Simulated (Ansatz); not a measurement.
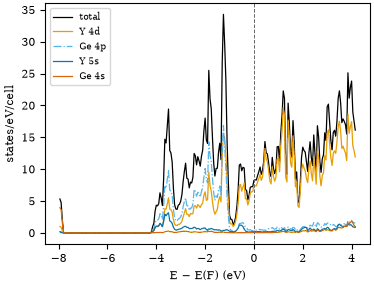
Total and projected density of states of Y₅Ge₃ in space group P6_3/mcm (No. 193; Y on 6g, Y on 4d, Ge on 6g), DFT-r²SCAN in the program Ansatz with PAW potentials

Task: Which orbitals carry the states next to the Fermi level?

Result: Within 0.5 eV of the Fermi level: Y 4d 86 %, Ge 4p 7 %. Projections are on Löwdin-orthogonalised atomic valence shells; empty p or d shells of many metals are not among them.

Task: Where is the tallest occupied peak in this window, and what makes it?

Result: Near -1.2 eV, about 34 states/eV per cell; the largest projected share is Ge 4p.

The workflow started from a Materials Project entry (that database holds measured and hypothetical structures alike); the Crystallography Open Database copy checked does not list it. Its standing as an ambient phase is unchecked. The r²SCAN relaxation kept the symmetry of its start; whether a distortion lowers the energy is not shown. No spin polarisation was allowed. Spin–orbit coupling is left out wherever it is not named.

Potentials: the earlier of the program's two PAW sets.
